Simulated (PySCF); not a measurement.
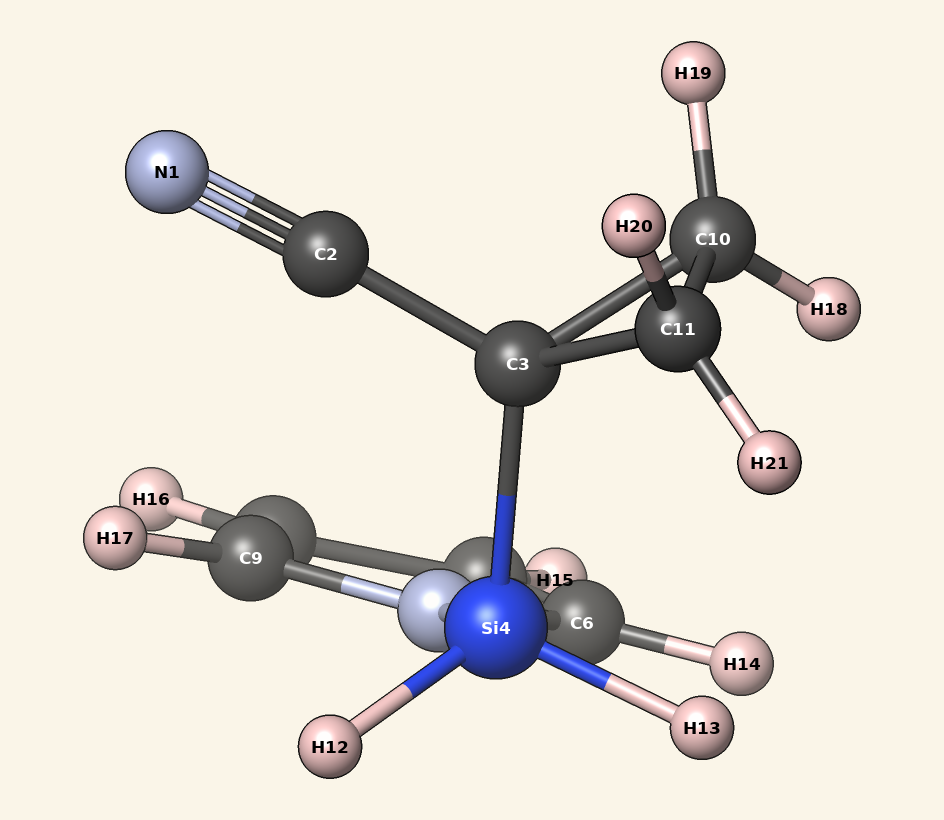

N5 lies behind Si4. The molecule seen a little off the Si4–N5 bond, Si4 in front. Depth is shown by fading: the farther an atom, the more it takes the colour of the background. The computed structure is the end point of a PBE0-D3(BJ)/def2-SVP optimisation. No frequency run is at hand to confirm it as a minimum.

What is the torsion angle C3–Si4–N5–C6? The sign is positive where the front bond must turn clockwise to cover the back bond.

97°, about perpendicular.
